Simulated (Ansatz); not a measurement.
# Static equation of state of H5C5NCl2 (P2_1/m) (156 atoms)

The cell holds 156 atoms: 60 H, 60 C, 12 N and 24 Cl. Cell: a = 13.591 Å, b = 15.946 Å, c = 8.716 Å, α = 90.0°, β = 101.0°, γ = 90.0°. It derives from H5C5NCl2 (P2_1/m), repeated 3×2×1. The starting structure: H5C5NCl2, space group P2_1/m, structure from the Crystallography Open Database, 3 x 2 x 1 conventional cells; every coordinate displaced by a Gaussian of 0.01 Å; bonds to H set to neutron lengths (C-H 1.089, N-H 1.015, O-H 0.983, B-H 1.19 Å) where the listed ones are shorter.

Calculated with Ansatz 0.2.0: Kohn-Sham DFT, revPBE+D4, PAW (set soft_2), plane waves; cutoff 420 eV, Γ point, fermi-dirac smearing of 0.05 eV. Cell and atoms were relaxed first, to V0 = 11.887 Å³ an atom at a residual P0 = 0.003 GPa. The cell was then scaled evenly, and the atoms were relaxed at each volume.

| volume (Å³/atom) | pressure (GPa) |
| --- | --- |
| 10.698 | ? |
| 11.173 | 0.9095 |
| 11.530 | 0.3633 |
| 12.243 | -0.2472 |
| 12.600 | -0.4076 |

**Question.** Fit the third-order Birch–Murnaghan equation to the rows given and extrapolate to the withheld row.

**Working.**

Take the Eulerian strain f = ½[(V0/V)^(2/3) − 1] and the normalised pressure F = (P − P0) / [3f(1 + 2f)^(5/2)]. The third-order Birch–Murnaghan equation is then the line F = B0 + (3/2)B0(B′ − 4) f, so u = f and v = F.

```
      u = f  v = F (GPa)
  0.0210562      12.9513
  0.0102567      11.1442
-0.00975655      8.96249
 -0.0190506      7.90766
```

With n = 4: mean u = 6.2644e-4, mean v = 10.2414, Σ(u − ū)² = 0.0010051, Σ(u − ū)(v − v̄) = 0.12326. Slope b = 0.12326 / 0.0010051 = 122.63; intercept a = v̄ − b ū = 10.165.

So B0 = a = 10.2 GPa and B′ = 4 + 2b/(3a) = 12.0. At the withheld volume f = 0.03638, F = a + b f = 14.63 GPa, and P = P0 + 3f(1 + 2f)^(5/2) F.

Prediction at 10.698: 1.905 GPa. The run gave 1.905 GPa, so the fit is high by 2.2e-4 GPa (0.012 % of the value).

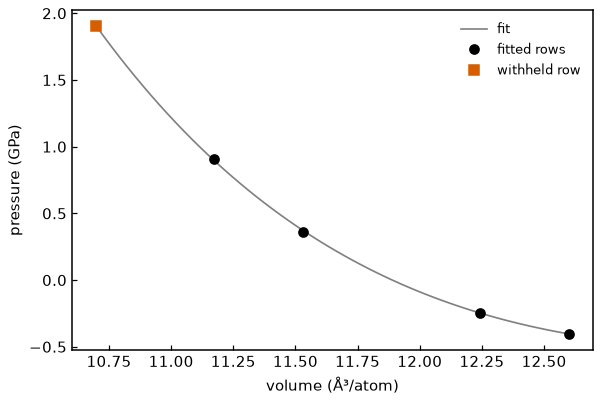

The fit, the rows that it rests on and the withheld row.

Among the rows given, the largest miss of the fit is at 11.173, by 0.014 GPa (0.62 % of the range of the table).

Limits: Static cells at zero temperature; the cell shape is held. The program notes that the SCF threshold of these relaxations is loose for the stress. Only the Γ point is sampled, in a cell whose shortest periodic width is 9 Å.

[Logs are printed without paths, hosts, clocks, repeated set-up lines and the standing remarks that a program may print on its own settings, such as how far it seeks lower states.]

[Hosts, paths, dates, database ids (printed as entryN), source tags and the programs' standing remarks are cut or masked in the printed files.]
